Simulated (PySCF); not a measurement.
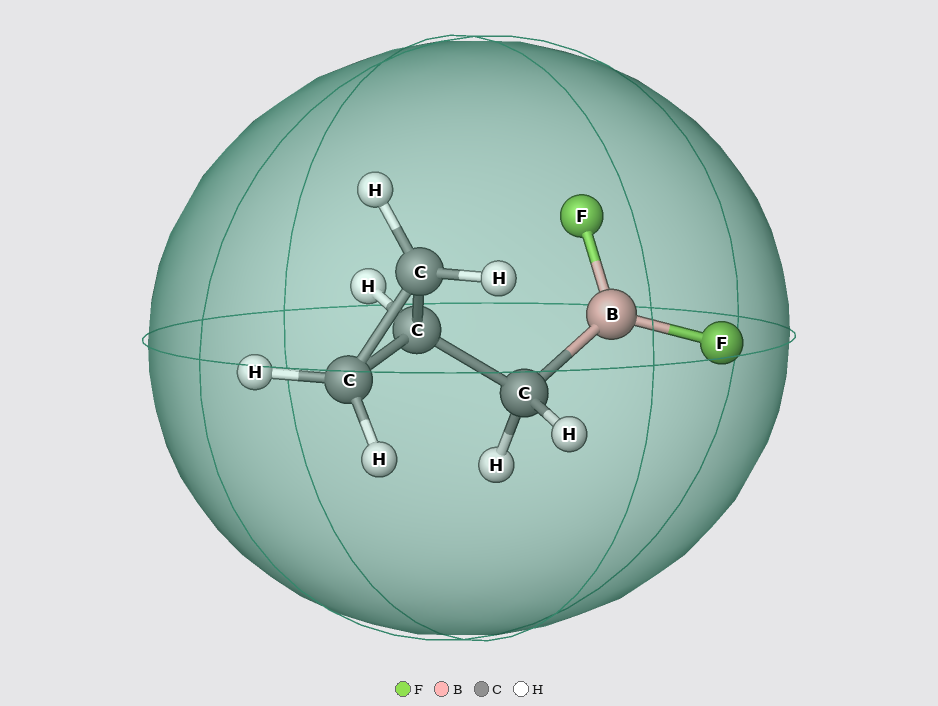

The ellipsoid shows the static dipole polarisability: its half-axes are proportional to the principal values. The computed structure is the end point of a GFN2-xTB optimisation. No frequency run is at hand to confirm it as a minimum. Level of theory: CAM-B3LYP/def2-SVPD (PySCF 2.14.0).

Question. Give the principal values, the mean and the anisotropy.

Answer. Principal values 52.2, 56.1, 65.8 bohr³; mean 58.0 bohr³ (8.60 Å³); anisotropy 12.1 bohr³, so the longest axis is 1.26 times the shortest.

The geometry is semi-empirical. Around B such bond lengths and angles can be off by a tenth of an ångström or more and by several degrees, and values that hang on the shape move with them.
